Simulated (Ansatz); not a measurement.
**TiSi2: Si → Pb**

Take TiSi₂ (space group Fddd, No. 70; a = 4.806 Å, b = 8.265 Å, c = 8.565 Å) as the base.

The change: every Si is replaced by Pb, then cell and atoms are relaxed.

All numbers come from PBE/PAW in Ansatz (a first-principles code), without spin-orbit coupling, earlier PAW set. k-mesh 10×10×10 (Γ-centred); smearing 0.05 eV (Fermi–Dirac), for the changed cell.

The volume per atom goes up by 10.36 Å³ (14.18 Å³ → 24.54 Å³) and the space group stays Fddd (No. 70). The shortest interatomic distance goes up by 41.83 pm, from 253.4 pm to 295.3 pm and the band gap is still zero.

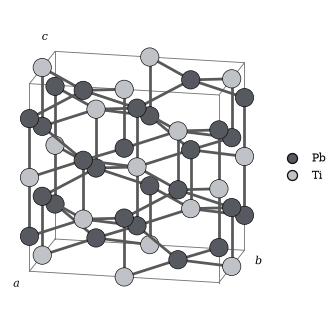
*The relaxed conventional cell after the change*

Cost of the whole job for the changed cell (relaxation, final SCF and bands): about 21 core-minutes (a rough figure).

Whether these cells are dynamically stable was not tested. As relaxed here, TiPb2 is a hypothetical phase, not in the database extracts checked. The final runs are not spin-polarised. TiPb2 has a high density of states at the Fermi level and may be magnetic at this level.
